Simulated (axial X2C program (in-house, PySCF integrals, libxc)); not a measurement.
**TaBr⁺: relativistic diatomic calculation**

- system: TaBr⁺, single determinant with Ω = 1/2 (not the lowest found). The distance is the PBE0 minimum at charge 1.
- method: expectation values, HF and Kohn-Sham, two-component X2C with atomic mean-field Coulomb and Gaunt terms, Ta dyall-cv3z, Br dyall-cv3z (cores contracted) (axial X2C program (in-house, PySCF integrals, libxc))

### The program's output
```
two-component X2C + atomic mean field  PBE0
basis functions 287  fitting functions 1481  grid points 5802
iter        total energy     max residual
   1     -18208.412144615     1.22e-05
   2     -18208.412144628     6.75e-06
   3     -18208.412144631     5.36e-06
   4     -18208.412144634     3.93e-06
   5     -18208.412144636     2.32e-06
   6     -18208.412144637     1.65e-06
converged
one-electron -26149.34059734  Coulomb 7790.21451425  exact exchange -101.59488710  xc functional -311.39625515  nuclear repulsion 578.04522185  atomic mean-field constant -14.34014114
```

### Expectation values by level of theory

```tsv
quantity	PBE0	HF	LDA	PBE	r2SCAN
effective field for an electron dipole moment (GV/cm)	−12.9	−12.0	−14.4	−14.3	−17.5
field gradient at the first nucleus (a.u.)	−2.25	−3.33	−1.58	−2.01	−2.62
field gradient at the second nucleus (a.u.)	1.91	1.77	1.89	1.82	1.70
A∥/gI, first nucleus (MHz)	10700	9610	11500	11000	11600
A∥/gI, second nucleus (MHz)	509	296	539	565	580
```

Each column comes from one determinant, in a basis with contracted cores. The levels disagree widely: the field gradient at the first nucleus runs from −3.33 to −1.58 a.u. They may not all have settled in the same state, and these values aren't reliable properties of the molecule.

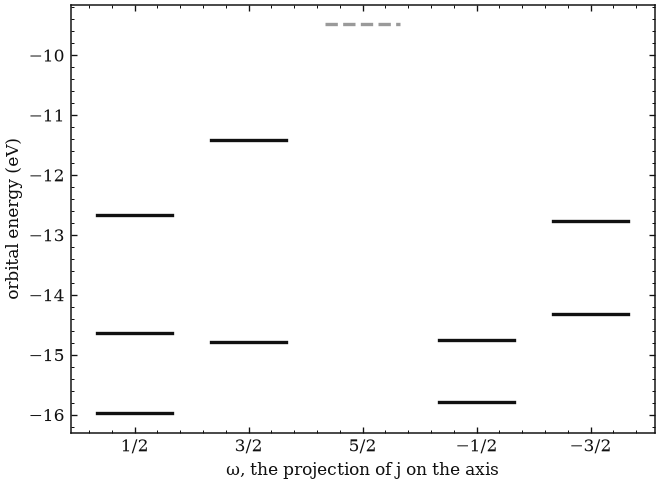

Fig. 1: Orbital energies (PBE0) near the frontier at 2.34 Å, filled (solid) and empty (dashed). The highest filled spinor (3/2; 69 % Ta d, 20 % Br p) lies at −11.42 eV, the lowest empty one (5/2; 100 % Ta d) at −9.48 eV.

### The input
```
{"zs": [73, 35], "q": 1, "bas": ["dyall-cv3z", "dyall-cv3z"], "r0": 2.6, "levels": ["PBE0", "HF", "LDA", "PBE", "r2SCAN"], "nst": 3}
```

The line is the task of a batch: nuclear charges, charge, bases, the levels to run, a first guess of the distance and further settings. This report covers the levels named above. The log is that of the reference distance, started from orbitals converged before.

Launched within a batch (the task file carries these settings):
```bash
python <driver script> task.json out
```

### Summary

```
   quantity                                                                 value
    outcome                       converged; the levels of theory disagree widely
   hardware  1 thread of Arm Neoverse N1, 54 GiB of memory available, shared host
  wall time                                                                  14 s
peak memory                                                              0.68 GiB
```
